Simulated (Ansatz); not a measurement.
# Which metal contacts 1T-PtSe2? The Schottky-Mott estimate

If a metal and one layer of 1T-PtSe2 lined up by their vacuum levels alone, the barrier for electrons would be the work function less the affinity, and that for holes the ionisation energy less the work function. What does that give for common contact metals?

Set-up. Ansatz 0.2.0, plane waves with PAW datasets (its set soft_2), PBE. Layers: cell and atoms relaxed with a dispersion term, band edges read against the vacuum level. Here the gap is 1.36 eV, the ionisation energy 5.65 eV and the affinity 4.29 eV. Metals: relaxed slabs of 7 layers at the tabulated experimental lattice constant, Fermi-Dirac smearing of 0.1 eV, Ni with spin. Labels allow 0.1 eV either way.

The runs side by side:

| metal | work function (eV) | barrier for electrons (eV) | barrier for holes (eV) | by the rule |
| --- | --- | --- | --- | --- |
| Sc(0001) | 3.59 | −0.70 | 2.06 | no barrier for electrons |
| Al(111) | 4.03 | −0.26 | 1.62 | no barrier for electrons |
| Hf(0001) | 4.33 | 0.04 | 1.32 | at the conduction edge |
| Ti(0001) | 4.37 | 0.08 | 1.28 | at the conduction edge |
| Ag(111) | 4.49 | 0.20 | 1.16 | favours electrons |
| Mo(110) | 4.56 | 0.27 | 1.09 | favours electrons |
| Cu(111) | 4.82 | 0.53 | 0.83 | favours electrons |
| W(110) | 4.84 | 0.55 | 0.81 | favours electrons |
| Ru(0001) | 5.01 | 0.72 | 0.64 | mid-gap |
| Ni(111) | 5.06 | 0.77 | 0.59 | mid-gap |
| Pd(111) | 5.24 | 0.95 | 0.41 | favours holes |
| Au(111) | 5.27 | 0.98 | 0.38 | favours holes |
| Pt(111) | 5.71 | 1.42 | −0.06 | at the valence edge |

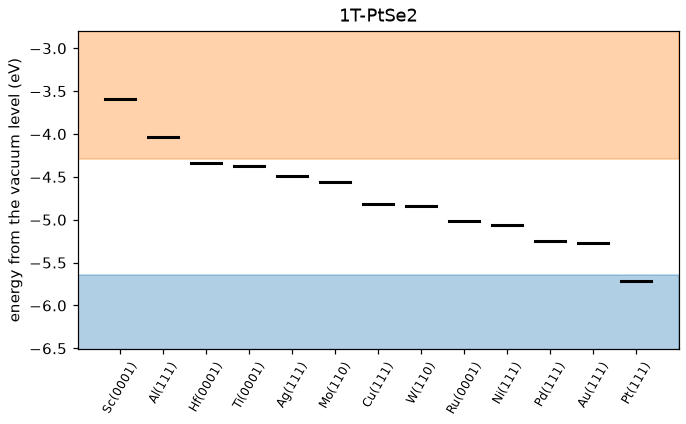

Fermi levels of the metals (black) against the layer's valence band (blue) and conduction band (orange).

What this shows: By the rule the Fermi level lies over the conduction edge for 2, inside the gap for 10 and under the valence edge for 1 of the 13 metals. The middle of the gap lies 4.97 eV under the vacuum level: metals with a smaller work function favour electrons, those with a larger one holes. Worked for Cu(111): 4.82 − 4.29 = 0.53 eV and 5.65 − 4.82 = 0.83 eV, which add up to the gap, 1.36 eV.

Caveats: This is the limit without any interaction. A real contact lowers the metal's work function by compressing its electron tail, moves charge and can pin the Fermi level, so barriers at bonded contacts depend far less on the metal; van der Waals contacts come nearer to the rule. The layer is built from a prototype, and its stability was not tested. PBE gaps usually lie under quasiparticle gaps, which makes the two barriers together too small, and a missing barrier can be an artefact of that. Spin-orbit coupling is left out. The table is a selection: not every member that was run is listed.
